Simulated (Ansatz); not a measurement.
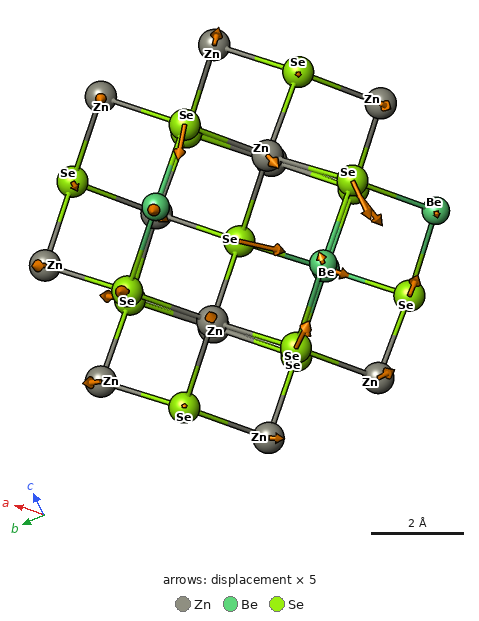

This is a relaxation of a crystal of Zn$_{40}$Be$_{24}$Se$_{64}$ (a generated structure, set up in P1). The starting structure is drawn; orange arrows show the displacements, 5 times their true length.

The picture is a ball-and-stick view of the atoms within 5.0 Å of the atom that moves most (axes of the cell of the calculation), seen from a free direction.

Method: Ansatz, DFT, PBEsol, PAW, plane waves. Settings: plane-wave cutoff 420 eV; k-point mesh 1 × 1 × 1; mesh shifted by (0.5, 0.5, 0.5); no spin polarisation; cell relaxed at fixed shape; force threshold 0.03 eV/Å; at most 80 steps.

> Which element moves most?

Selenium: up to 0.24 Å, against 0.13 Å for zinc.

> Describe the change and its energy.

The atom that moves furthest relative to the cell is a Se atom (0.24 Å along [−2 −2 −1]). By element the largest moves are Se 0.24 Å, Zn 0.13 Å, Be 0.12 Å. The volume changes by +0.1 %, with a = b = c 15.391 → 15.398 Å (0.0 %). Near-neighbour distances that change, for instance: Be–Se 2.385 → 2.228 Å, Be–Se 2.376 → 2.240 Å, Se–Zn 2.303 → 2.436 Å, Be–Se 2.389 → 2.260 Å. Bond angles that change, for instance: Se–Zn–Se 109.2° → 118.5°, Zn–Se–Zn 109.0° → 100.6°, Zn–Se–Zn 110.9° → 104.7°. The space group stays P1 (No. 1). After 5 geometry steps the energy has fallen by 60.6 meV per atom. Largest force component: 2.1 eV/Å at the start, 0.005 eV/Å at the end. Pressure: 1.63 GPa at the start and 0.00 GPa at the end. The run took 10 s on 1 × NVIDIA GB200 with 8 threads of Arm Neoverse-V2, peak memory 2.6 GiB.
